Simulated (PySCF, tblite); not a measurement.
**C₅H₄F₄S+ (doublet): geometry, infrared bands and EPR parameters**

What infrared bands and EPR parameters should C₅H₄F₄S+ (doublet) (`F[C@@H]1C=C(C(F)(F)F)[S+]C1`) show?

Computed with tblite 0.8.0 and PySCF 2.14.0, with density-fitted response routines of our own, on a single molecule in the gas phase. Atoms count from 0, in the outputs and in this text.

### 1 The starting structure

14 atoms, charge 1, multiplicity 2; geometry from: force field or distance geometry start.

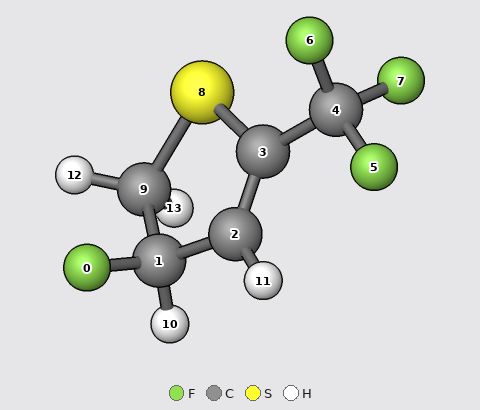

As it starts; fluorine green, carbon grey, sulfur yellow, hydrogen white, atoms numbered.

### 2 Geometry optimisation with GFN2-xTB

The job: settings as JSON, then the geometry in Å.

```
{"job": {"kind": "relax", "xc": "GFN2-xTB", "basis": "xTB"}, "charge": 1, "multiplicity": 2}
F     -2.298200    -0.735900     0.782000
C     -1.556600    -0.359900    -0.296900
C     -0.151400    -0.880200    -0.110900
C      0.777700     0.040300     0.186400
C      2.232700    -0.246300     0.456000
F      2.524100    -1.567400     0.317800
F      2.621400     0.121300     1.694000
F      3.043400     0.417700    -0.422700
S      0.131100     1.648100     0.314700
C     -1.501000     1.158100    -0.363600
H     -2.027000    -0.783400    -1.183400
H      0.045000    -1.939000    -0.200500
H     -2.312000     1.634500     0.202900
H     -1.529800     1.491700    -1.412800
```

Command:

```sh
> OMP_NUM_THREADS=1 python probes_run.py task.json out
```

One launch serves the whole session: the jobs run in the order shown.

Log:

```text
step      E/eV     max force
  0    -935.74004    1.799
  1    -935.81849    0.423
  2    -935.82955    0.292
  3    -935.83625    0.344
  4    -935.84533    0.244
  5    -935.84933    0.208
  6    -935.85281    0.172
  7    -935.85530    0.158
  8    -935.85756    0.131
  9    -935.85921    0.116
 10    -935.86045    0.106
 11    -935.86152    0.098
 12    -935.86273    0.116
 13    -935.86417    0.126
 14    -935.86592    0.123
 15    -935.86819    0.149
 16    -935.87132    0.182
 17    -935.87524    0.210
 18    -935.87905    0.157
 19    -935.88183    0.148
 20    -935.88398    0.136
 21    -935.88640    0.176
 22    -935.88925    0.189
 23    -935.89196    0.136
 24    -935.89407    0.127
 25    -935.89576    0.113
 26    -935.89748    0.111
 27    -935.89934    0.180
 28    -935.90181    0.177
 29    -935.90457    0.137
 30    -935.90804    0.136
 31    -935.91019    0.142
 32    -935.91339    0.125
 33    -935.91477    0.168
 34    -935.91621    0.104
 35    -935.91702    0.088
 36    -935.91804    0.065
 37    -935.91880    0.089
 38    -935.91945    0.086
 39    -935.91994    0.068
 40    -935.92048    0.059
 41    -935.92100    0.057
 42    -935.92141    0.048
 43    -935.92165    0.037
 44    -935.92182    0.033
 45    -935.92198    0.033
 46    -935.92213    0.031
 47    -935.92227    0.029
 48    -935.92240    0.034
 49    -935.92255    0.037
 50    -935.92275    0.035
 51    -935.92295    0.036
 52    -935.92314    0.031
 53    -935.92331    0.032
 54    -935.92347    0.036
 55    -935.92360    0.036
 56    -935.92369    0.025
 57    -935.92375    0.021
 58    -935.92380    0.020
 59    -935.92386    0.019
 60    -935.92389    0.011
 61    -935.92390    0.008
```

Run time: 0.39 s. Hardware: 1 thread of Arm Neoverse V2, shared host.

Along the way: (not every step is listed)

| step | energy from step 0 (eV) | largest force (eV/Å) |
| --- | --- | --- |
| 0 | 0.0000 | 1.7994 |
| 1 | -0.0784 | 0.4227 |
| 2 | -0.0895 | 0.2920 |
| 3 | -0.0962 | 0.3445 |
| 4 | -0.1053 | 0.2436 |
| 5 | -0.1093 | 0.2082 |
| 6 | -0.1128 | 0.1722 |
| 7 | -0.1153 | 0.1578 |
| 8 | -0.1175 | 0.1307 |
| 12 | -0.1227 | 0.1162 |
| 16 | -0.1313 | 0.1815 |
| 20 | -0.1439 | 0.1364 |
| 24 | -0.1540 | 0.1274 |
| 28 | -0.1618 | 0.1769 |
| 32 | -0.1734 | 0.1250 |
| 36 | -0.1780 | 0.0654 |
| 40 | -0.1804 | 0.0591 |
| 44 | -0.1818 | 0.0332 |
| 48 | -0.1824 | 0.0342 |
| 52 | -0.1831 | 0.0308 |
| 56 | -0.1836 | 0.0249 |
| 57 | -0.1837 | 0.0215 |
| 58 | -0.1838 | 0.0197 |
| 59 | -0.1838 | 0.0192 |
| 60 | -0.1839 | 0.0114 |
| 61 | -0.1839 | 0.0081 |

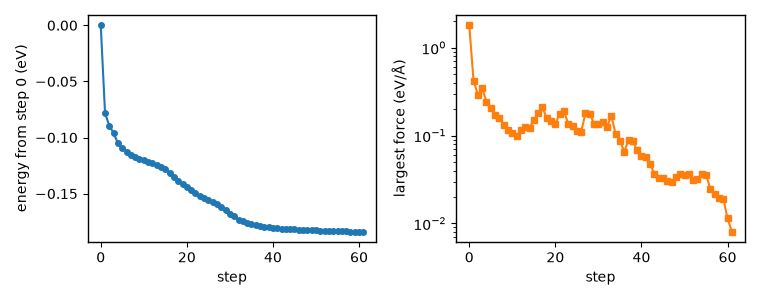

Energy and force, step by step.

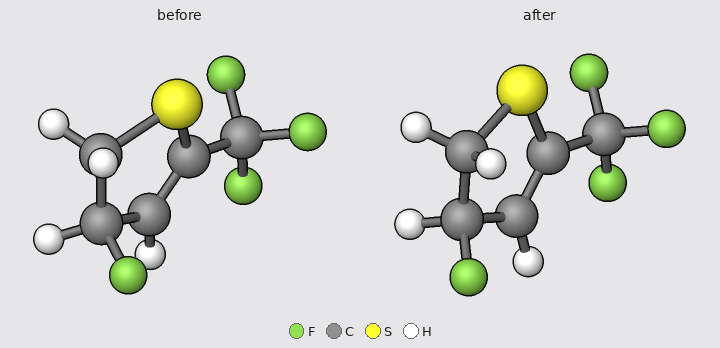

Before and after, at one scale.

Distances of close pairs at the start and the end, largest changes first:

| bond | before (Å) | after (Å) | change (Å) |
| --- | --- | --- | --- |
| C4–F5 | 1.360 | 1.323 | -0.037 |
| C4–F7 | 1.368 | 1.331 | -0.036 |
| S8–C9 | 1.834 | 1.800 | -0.034 |
| C1–H10 | 1.089 | 1.109 | +0.020 |
| C1–C2 | 1.510 | 1.490 | -0.020 |
| C4–F6 | 1.349 | 1.330 | -0.018 |
| C1–C9 | 1.520 | 1.537 | +0.017 |
| C3–C4 | 1.507 | 1.523 | +0.016 |

The end geometry stands in the next job.

### 3 Vibrational analysis with GFN2-xTB

The job: settings as JSON, then the geometry in Å.

```
{"job": {"kind": "ir", "xc": "GFN2-xTB", "basis": "xTB"}, "charge": 1, "multiplicity": 2}
F     -2.516950    -0.847615     0.423051
C     -1.521331    -0.372670    -0.363694
C     -0.184410    -0.907734     0.018470
C      0.786052     0.024137     0.107766
C      2.248055    -0.245090     0.438226
F      2.517885    -1.538243     0.360854
F      2.526674     0.177130     1.668648
F      3.037577     0.410433    -0.410059
S      0.268744     1.656159    -0.167996
C     -1.455817     1.162254    -0.315236
H     -1.759776    -0.726368    -1.387858
H     -0.042235    -1.964497     0.202374
H     -2.001514     1.515774     0.569726
H     -1.903633     1.655856    -1.181373
```

Log:

```text
mode    cm-1     km/mol
  1      10.2      1.36
  2      88.8      9.36
  3     100.8      1.56
  4     127.3      4.75
  5     222.8      1.30
  6     288.8     11.48
  7     330.7      9.92
  8     380.5      3.70
  9     420.8      9.34
 10     452.9      3.08
 11     495.8      1.57
 12     541.7      5.70
 13     594.4      8.61
 14     630.0     76.08
 15     704.3      2.87
 16     762.7     17.75
 17     798.0      0.73
 18     834.9     20.65
 19     898.6     25.93
 20     939.4     27.27
 21    1016.5     21.04
 22    1060.5     44.34
 23    1082.5    224.85
 24    1094.5     91.14
 25    1108.8    164.62
 26    1144.7    234.88
 27    1152.4     30.11
 28    1164.2     67.48
 29    1192.5      9.66
 30    1229.5     38.34
 31    1355.3     75.71
 32    1548.2     26.16
 33    2775.1     72.53
 34    2917.5     54.25
 35    2977.8     46.79
 36    3069.0     71.46
```

It took 0.46 s on 1 thread of Arm Neoverse V2, shared host.

Which atoms move in the most intense modes:

| cm⁻¹ | km/mol | atoms |
| --- | --- | --- |
| 630 | 76.1 | C2 16 %, F5 16 %, C4 14 %, C3 11 % |
| 1082 | 224.8 | C4 69 %, F7 13 %, F6 12 % |
| 1094 | 91.1 | C1 31 %, H13 16 %, F0 14 % |
| 1109 | 164.6 | C4 63 % |
| 1145 | 234.9 | C4 51 %, C3 14 %, F5 10 % |
| 1355 | 75.7 | H13 46 %, H12 45 % |
| 2775 | 72.5 | H10 94 % |
| 3069 | 71.5 | H11 92 % |

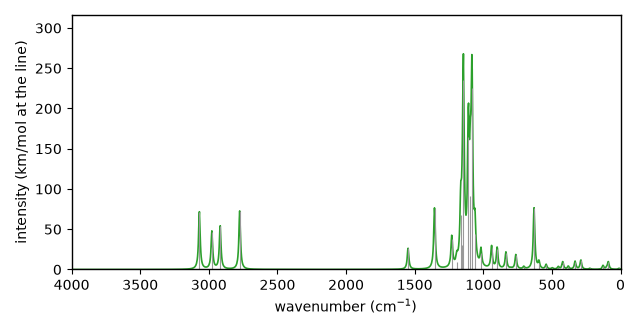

The infrared spectrum from these modes, unscaled. Lines are broadened to a width of 14 cm⁻¹ (Lorentzian).

### 4 g tensor and hyperfine couplings: B3LYP/pcH-1

Settings changed since step 3:

```diff
@@ -1,2 +1,2 @@
-{"job": {"kind": "ir", "xc": "GFN2-xTB", "basis": "xTB"}, "charge": 1, "multiplicity": 2}
+{"job": {"kind": "epr", "basis": "pcH-1"}, "charge": 1, "multiplicity": 2}
 F     -2.516950    -0.847615     0.423051
```

Method: UKS B3LYP, pcH-1 on C F H S, non-relativistic, mean-field spin-orbit, GIAO.

Log:

```text
UKS, coarse grid
  cycle   1  E = -989.98895119  |g| = 7.78e-01
  cycle   2  E = -989.53748003  |g| = 1.42e+00
  cycle   3  E = -990.17660695  |g| = 1.82e-01
  cycle   4  E = -990.18808142  |g| = 6.62e-02
  cycle   5  E = -990.18953611  |g| = 1.74e-02
  cycle   6  E = -990.18965232  |g| = 8.11e-03
  cycle   7  E = -990.18969036  |g| = 3.09e-03
  cycle   8  E = -990.18969704  |g| = 1.58e-03
  cycle   9  E = -990.18969861  |g| = 6.26e-04
UKS, final grid
  cycle   1  E = -990.18976338  |g| = 7.44e-04
  cycle   2  E = -990.18976298  |g| = 1.21e-03
  cycle   3  E = -990.18976375  |g| = 1.54e-04
  cycle   4  E = -990.18976376  |g| = 8.63e-05
  cycle   5  E = -990.18976378  |g| = 4.25e-05
  cycle   6  E = -990.18976378  |g| = 9.95e-06
E = -990.18976378 Eh   <S^2> = 0.7609 (exact 0.7500)
g shifts (ppm)      1          2          3
  rmc          -216       -216       -216
  gc             -5         42         49
  oz_so           8       8109      16475
  total        -213       7935      16309
hyperfine (MHz)  atom isotope    a_iso     a_fc   dipolar eigenvalues
    0   19F      48.94      48.02    -28.44    -26.07     54.51
    1   13C     -13.62     -13.61     -2.57     -1.28      3.85
    2   13C      30.12      30.23    -31.29    -30.31     61.61
    3   13C     -18.32     -18.72     -2.90     -0.08      2.97
    4   13C      -1.02      -1.02     -0.60     -0.16      0.77
    5   19F       1.01       1.19     -3.15     -1.85      5.00
    6   19F      -6.04      -6.09     -9.06     -0.68      9.74
    7   19F      -5.83      -5.85     -6.75      1.79      4.96
    8   33S      23.26      23.49    -65.53    -61.80    127.33
    9   13C      -3.58      -3.83     -3.27     -2.61      5.88
   10    1H      85.38      85.38     -2.86     -1.72      4.58
   11    1H     -26.51     -26.52    -14.58     -2.60     17.18
   12    1H      77.45      77.44     -3.64     -2.18      5.82
   13    1H      39.04      39.01     -4.59     -1.50      6.09
```

Wall time 2.7 min (1 thread of Arm Neoverse V2, shared host); peak memory 1.2 GiB.

Principal g values 2.00211, 2.01025, 2.01863; g(iso) = 2.01033, against 2.00232 for a free electron.

Mean a(iso) over the nuclei that a row names, and the largest dipolar term of the row (other rows stand at the frozen geometry):

| nuclei | isotope | a(iso) (MHz) | a(iso) (G, at g = 2.0023) | largest dipolar term (MHz) |
| --- | --- | --- | --- | --- |
| H10 | 1H | 85.4 | 30.5 | 4.6 |
| H12 | 1H | 77.5 | 27.6 | 5.8 |
| F0 | 19F | 48.9 | 17.5 | 54.5 |
| H13 | 1H | 39.0 | 13.9 | 6.1 |
| C2 | 13C | 30.1 | 10.7 | 61.6 |
| H11 | 1H | -26.5 | -9.5 | 17.2 |
| S8 | 33S | 23.3 | 8.3 | 127.3 |
| C3 | 13C | -18.3 | -6.5 | 3.0 |
| C1 | 13C | -13.6 | -4.9 | 3.8 |
| F5, F6, F7 | 19F | -3.6 | -1.3 | 9.7 |
| C9 | 13C | -3.6 | -1.3 | 5.9 |
| C4 | 13C | -1.0 | -0.4 | 0.8 |

Mulliken spin populations:

F0 0.01; C1 -0.02; C2 0.38; C3 -0.05; C4 0.00; F5 0.00; F6 0.00; F7 0.00; S8 0.63; C9 -0.02; H10 0.03; H11 -0.01; H12 0.03; H13 0.01

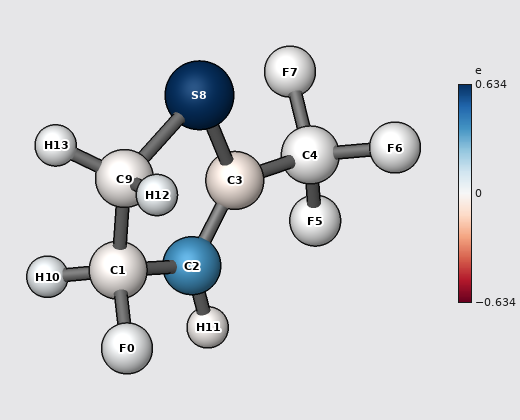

Mulliken spin populations, as colours on the atoms.

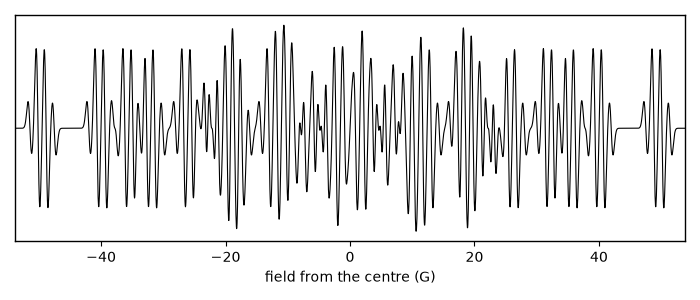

First-order isotropic spectrum (first derivative, main isotopes with spin only, couplings over 0.8 MHz, Gaussian width 0.3 G; couplings of the frozen geometry, rotation of groups not averaged beyond the rows shown).

The fields below are evaluated on a grid from the run's orbitals.

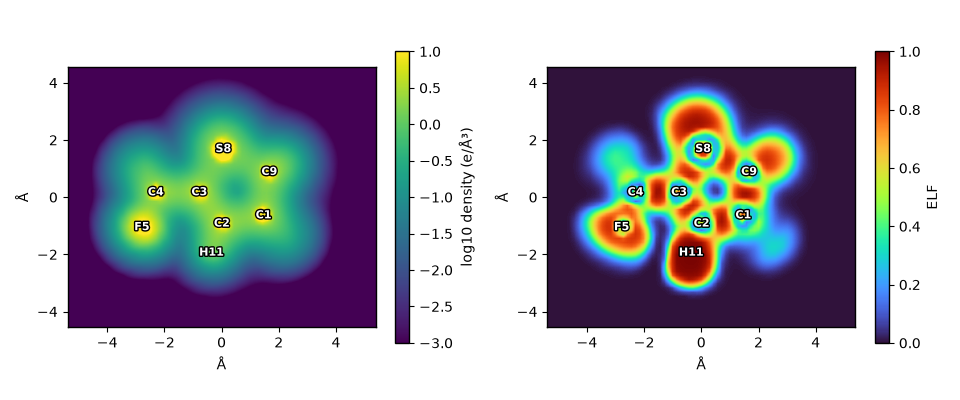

Density (left) and ELF (right) in a plane through or near 8 of the atoms.

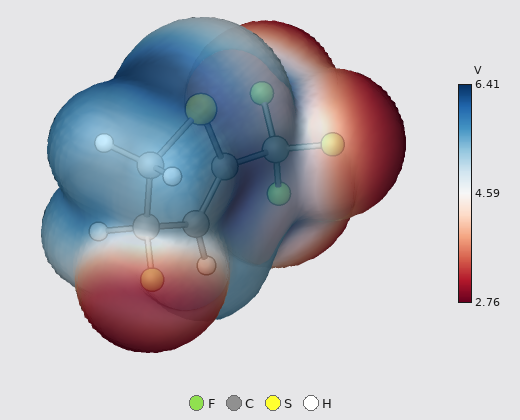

Electrostatic potential on the surface of density 0.002 e/bohr³; red is low, blue high. It runs from 2.76 V near F6 to 6.41 V near H10.

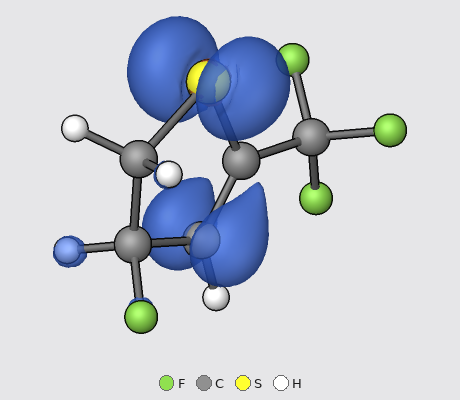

Spin density at ±0.05 e/Å³ (alpha excess blue, beta excess red).

### 5 Results

```
                                 quantity                  value
strongest single infrared mode (GFN2-xTB)  1145 cm⁻¹, 235 km/mol
             zero-point energy (GFN2-xTB)          50.8 kcal/mol
                           g(iso) (B3LYP)                2.01033
                                     ⟨S²⟩     0.761 (exact 0.75)
       largest a(iso) (averaged by class)    1H on H10, 85.4 MHz
```

The optimisation took 61 steps and gained 0.184 eV; among the close pairs (by a distance rule), C4–F5 changed most, from 1.360 to 1.323 Å. No mode is imaginary among the 36: a minimum at this level. The strongest single mode, at 1145 cm⁻¹, moves mainly C4. Unscaled tight-binding wavenumbers are off by several per cent, some by more. Its intensities can rank the bands wrongly. The largest share of the spin, 0.63 e, sits on S8. The isotropic g lies 8.0 ppt above the free-electron value.
